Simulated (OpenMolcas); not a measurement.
**CH4F2Si (SMILES C[SiH](F)F) at 6 levels**

We compute a comparison of 6 runs (HF/3-21G, B3LYP/6-31G*, B3LYP/cc-pVDZ, BHLYP/cc-pVDZ, revPBE/cc-pVDZ, CCSD(T)/cc-pVDZ) of CH4F2Si. 

The results are computed with OpenMolcas 26.06.

### Step 1. The system as given

CH4F2Si: 8 atoms, total charge 0, spin state singlet. SMILES: `C[SiH](F)F`. The coordinates come from a PBE0-D4/def2-TZVP relaxation.

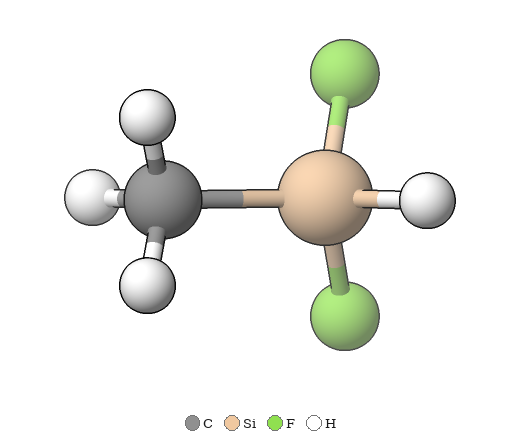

The structure, seen from a chosen angle (carbon grey, silicon light orange, fluorine green, hydrogen white).

### Step 2. Energy and gradient at HF/3-21G (run 1)

File test.inp:

```
* CH4F2Si Hartree-Fock

&GATEWAY
 BasLib = $CurrDir
 BasisSet
 C.3-21G....
 C1 -0.387100 0.881700 -0.174700 angstrom
 End of Basis
 BasisSet
 Si.3-21G....
 Si2 0.329300 -0.775200 0.180600 angstrom
 End of Basis
 BasisSet
 F.3-21G....
 F3 1.916300 -0.678300 0.226700 angstrom
 F4 -0.035400 -1.783900 -0.994000 angstrom
 End of Basis
 BasisSet
 H.3-21G....
 H5 -0.013400 1.269000 -1.125400 angstrom
 H6 -0.122700 1.591000 0.613300 angstrom
 H7 -1.476800 0.824400 -0.231400 angstrom
 H8 -0.118100 -1.385700 1.449000 angstrom
 End of Basis

&SEWARD

&SCF
 Thresholds = 1e-10 1e-07 1e-07 1e-05
 PrOrbitals = 0

&ALASKA
```

The basis set 3-21G is read from a file made from the Basis Set Exchange's data (not shown).

Command:

```sh
$ export MOLCAS_MEM=1860
$ pymolcas test.inp > test.log
```

What it wrote:

```text
--- Start Module: gateway ---
[...]
--- Stop Module: gateway /rc=_RC_ALL_IS_WELL_ ---
[...]
      Basis functions           48
[...]
--- Start Module: scf ---
[...]
       Convergence after  11 Iterations
[...]
::    Total SCF energy                               -525.3258830488
[...]
      Total spin, S                                     0.0000000000
[...]
      Total electronic charge=   42.000000
      Total            charge=   -0.000000
[...]
      Dipole Moment (debye):
      Origin of the operator (angstrom)=    0.4702   -0.6776   -0.1330
                   X= -1.6803E+00               Y=  1.7958E+00               Z=  1.0599E+00           Total=  2.6780E+00
      Quadrupole Moment (debye*angstrom):
[...]
--- Stop Module: scf /rc=_RC_ALL_IS_WELL_ ---
[...]
--- Start Module: alaska ---
[...]
 *              Molecular gradients               *
 **************************************************
  Irreducible representation: a
 ------------------------------------------------------------------------------------------
                              X                       Y                       Z
 ------------------------------------------------------------------------------------------
  C1                6.42051468178551E-03   -1.23591828897993E-02    9.38242257882249E-04
  SI2               1.65930333269584E-02   -5.07078633177782E-04   -2.60424998429629E-02
  F3               -2.62098502936929E-02    3.52064220218162E-04    1.88192866220449E-03
  F4                2.79838985643632E-03    1.67722360218434E-02    2.00027482591203E-02
  H5                3.03459488984326E-03   -2.49011928781240E-05   -4.86126287713162E-03
  H6                2.27766875535129E-03    1.61165358797533E-03    4.96876057171125E-03
  H7               -5.07368572029732E-03   -2.54968178873388E-03    3.74513434895252E-04
  H8                1.59334503673891E-04   -3.29510932546540E-03    2.73756953423820E-03
[...]
--- Stop Module: alaska /rc=_RC_ALL_IS_WELL_ ---
[...]
```

Wall time 4.5 s (1 thread of Intel Xeon Platinum 8259CL at 2.50GHz (Skylake/Cascade Lake), shared host); peak memory 0.38 GiB.

### Step 3. Energy and forces at B3LYP/6-31G(d) (spherical functions) (run 2)

File test.inp:

```
&gateway
 baslib = $CurrDir
 coord
 8
 angstrom
 C       -0.387100       0.881700      -0.174700
 Si       0.329300      -0.775200       0.180600
 F        1.916300      -0.678300       0.226700
 F       -0.035400      -1.783900      -0.994000
 H       -0.013400       1.269000      -1.125400
 H       -0.122700       1.591000       0.613300
 H       -1.476800       0.824400      -0.231400
 H       -0.118100      -1.385700       1.449000
 basis = 6-31Gs
 group = NoSym

&seward
 gridinput
 Grid=UltraFine
 End of Grid

&scf
 ksdft = B3LYP
 thresholds = 1e-10 1e-07 1e-07 1e-05
 prorbitals = 1 1

&alaska
```

The basis set 6-31G* is read from a file made from the Basis Set Exchange's data (not shown).

Command:

```sh
$ export MOLCAS_MEM=1860
$ pymolcas test.inp > test.log
```

What it wrote:

```text
--- Start Module: gateway ---
[...]
--- Stop Module: gateway /rc=_RC_ALL_IS_WELL_ ---
[...]
      Basis functions           68
[...]
--- Start Module: scf ---
[...]
       Convergence after  13 Iterations
[...]
::    Total KS-DFT energy                            -529.8200725031
[...]
      Total spin, S                                     0.0000000000
[...]
      Total electronic charge=   42.000000
      Total            charge=   -0.000000
[...]
      Dipole Moment (debye):
      Origin of the operator (angstrom)=    0.4702   -0.6776   -0.1330
                   X= -1.2421E+00               Y=  1.4944E+00               Z=  6.3242E-01           Total=  2.0435E+00
      Quadrupole Moment (debye*angstrom):
[...]
--- Stop Module: scf /rc=_RC_ALL_IS_WELL_ ---
[...]
--- Start Module: alaska ---
[...]
 *              Molecular gradients               *
 **************************************************
  Irreducible representation: a
 ------------------------------------------------------------------------------------------
                              X                       Y                       Z
 ------------------------------------------------------------------------------------------
  C1                1.68364113153441E-03   -2.66509963610240E-03   -2.74254764064286E-04
  SI2               5.36525699241164E-03    2.61996460506841E-04   -8.79149758456599E-03
  F3               -1.36202771326417E-02   -1.24664467243618E-03   -4.61653278447383E-04
  F4                3.45197328070057E-03    8.41477369600341E-03    1.01978460256635E-02
  H5               -2.97109682544816E-04   -1.34370038815090E-03    1.68052955662645E-03
  H6               -6.14062090711354E-05   -2.21147396308208E-03   -1.05558594846444E-03
  H7                2.25159319116397E-03   -9.01439595294928E-04    3.80463164756345E-04
  H8                1.22632842831361E-03   -3.08411901430716E-04   -1.67584717144997E-03
[...]
--- Stop Module: alaska /rc=_RC_ALL_IS_WELL_ ---
[...]
```

Run time: 32 s. Hardware: 1 thread of Intel Xeon Platinum 8259CL at 2.50GHz (Skylake/Cascade Lake), shared host; peak memory 0.41 GiB.

Runs 3 to 5 aren't shown in full; the table further down has their settings and results.

### Step 4. A single-point energy at CCSD(T)/cc-pVDZ (run 6)

File mol.input:

```
&GATEWAY
  BasLib = $CurrDir
  BasisSet
  C.cc-pVDZ....
  C1 -0.387100 0.881700 -0.174700 angstrom
  End of Basis
  BasisSet
  Si.cc-pVDZ....
  Si2 0.329300 -0.775200 0.180600 angstrom
  End of Basis
  BasisSet
  F.cc-pVDZ....
  F3 1.916300 -0.678300 0.226700 angstrom
  F4 -0.035400 -1.783900 -0.994000 angstrom
  End of Basis
  BasisSet
  H.cc-pVDZ....
  H5 -0.013400 1.269000 -1.125400 angstrom
  H6 -0.122700 1.591000 0.613300 angstrom
  H7 -1.476800 0.824400 -0.231400 angstrom
  H8 -0.118100 -1.385700 1.449000 angstrom
  End of Basis

&SEWARD

&SCF
  Thresholds = 1e-10 1e-07 1e-07 1e-05
  PrOrbitals = 1

&RASSCF
  FileOrb = $Project.ScfOrb
  Spin = 1
  Nactel = 0 0 0
  Inactive = 21
  Ras2 = 0
  OutOrbitals = Canonical
  OrbListing = Nothing

&MOTRA
  JobIph
  Frozen = 8

&CCSDT
  CCT
  Triples = 2
  Iterations = 80
  Accuracy = 1e-08
  Extrapolation = 5 4
```

The basis set cc-pVDZ is read from a file made from the Basis Set Exchange's data (not shown).

Command:

```sh
$ export MOLCAS_MEM=1860
$ pymolcas mol.input > mol.log
```

What it wrote:

```text
--- Start Module: gateway ---
[...]
--- Stop Module: gateway /rc=_RC_ALL_IS_WELL_ ---
[...]
      Basis functions           80
[...]
       Convergence after  12 Iterations
[...]
::    Total SCF energy                               -528.1443487851
[...]
      Total spin, S                                     0.0000000000
[...]
      Number of active orbitals                  0
[...]
      Spin quantum number                      0.0
[...]
      Active orbitals                            0
[...]
      Number of CSFs                             1
[...]
      Number of root(s) required                 1
[...]
      Convergence after  4 iterations
[...]
      Natural orbitals and occupation numbers for root  1
      ************************************************************************************************************************
      *                                                    Final results                                                     *
      ************************************************************************************************************************
[...]
::    RASSCF root number  1 Total energy:   -528.14434879
[...]
      Total electronic charge=   42.000000
      Total            charge=   -0.000000
[...]
      Dipole Moment (debye):
      Origin of the operator (angstrom)=    0.4702   -0.6776   -0.1330
                   X= -1.5257E+00               Y=  1.7058E+00               Z=  8.9445E-01           Total=  2.4572E+00
      Quadrupole Moment (debye*angstrom):
[...]
--- Start Module: motra ---
[...]
      *** WARNING: Default frozen orbitals is overwritten by user input.
      *** Default values:   5
[...]
--- Stop Module: motra /rc=_RC_ALL_IS_WELL_ ---
[...]
--- Start Module: ccsdt ---
[...]
      Convergence after                    14  Iterations
      Total energy (diff) :    -528.78936107      -0.00000001
[...]
 METHOD                       : CCSD+T(CCSD)+<T3(1)WT1> = CCSD(T)
[...]
       CCSD     =      -528.7893610688539
[...]
--- Stop Module: ccsdt /rc=_RC_ALL_IS_WELL_ ---
[...]
```

Wall time 62 s (1 thread of Intel Xeon Platinum 8259CL at 2.50GHz (Skylake/Cascade Lake), shared host); peak memory 0.45 GiB.

### Step 5. Overview of the runs

```
run                               level  integration grid      task  energy (Eh)  dipole moment (D) of the reference  HOMO energy (eV)  LUMO energy (eV)  wall time
  1                            HF/3-21G                 –  gradient  -525.325883                                2.68            -12.95              5.67      4.5 s
  2  B3LYP/6-31G* (spherical functions)         UltraFine  gradient  -529.820073                                2.04             -8.91              1.44       32 s
  3                       B3LYP/cc-pVDZ         UltraFine  gradient  -529.835243                                2.15             -9.00              1.38       38 s
  4                       BHLYP/cc-pVDZ         UltraFine  gradient  -529.722692                                2.31            -10.68              2.57       35 s
  5                      revPBE/cc-pVDZ         UltraFine  gradient  -529.664288                                2.02             -7.67              0.77       37 s
  6                     CCSD(T)/cc-pVDZ                 –    energy  -528.801256                                2.46            -12.91              4.83       62 s
```

### Step 6. What came out

```
                                          quantity          value
                               run 6: total energy  -528.80126 Eh
         run 6: dipole moment (mean-field density)         2.46 D
        run 6: HOMO energy (Hartree–Fock orbitals)      -12.91 eV
        run 6: LUMO energy (Hartree–Fock orbitals)        4.83 eV
      run 6: HOMO–LUMO gap (Hartree–Fock orbitals)       17.74 eV
run 6: correlation energy (8 core orbitals frozen)     -656.9 mEh
                             run 6: (T) correction     -11.89 mEh
```

**Reading.** Over runs 1, 2, 3, 4, 5 the dipole moment (its size) runs from 2.02 D (revPBE/cc-pVDZ) to 2.68 D (HF/3-21G). The two ends differ in method and basis. Over runs 1, 2, 3, 4, 5 the HOMO–LUMO gap runs from 8.44 eV (revPBE/cc-pVDZ) to 18.62 eV (HF/3-21G). Totals of different functionals can't be ranked against each other. All runs together took 3.5 min, the longest 62 s.
